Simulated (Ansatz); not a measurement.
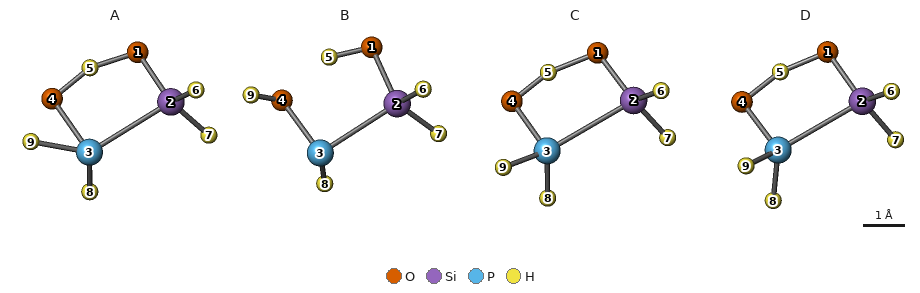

4 geometries from a converged minimum-energy path of SiPH$_{5}$O$_{2}$, shuffled. A ball-and-stick model, seen face on.

All numbers below come from RKS PBE/STO-3G (Ansatz). Settings: 7 movable images; climbing image; force threshold 0.05 eV/Å; iteration limit 60; starting path through a guess of the saddle point.

One of them is the converged climbing image. Which?

A. In order along the path, whose images run from 0 to 8: B (image 1, +1.8 kcal/mol), A (image 4, +69.3 kcal/mol), C (image 6, +41.2 kcal/mol), D (image 7, +37.8 kcal/mol). Breaking: O4–H9 (1.04 → 1.61 at the top → 2.55 Å). Forming: O4–H5 (1.54 → 1.22 at the top → 1.25 Å), P3–H9 (2.25 → 1.49 at the top → 1.43 Å).

Limits of the set-up: STO-3G is a minimal basis, so the numbers are rough.
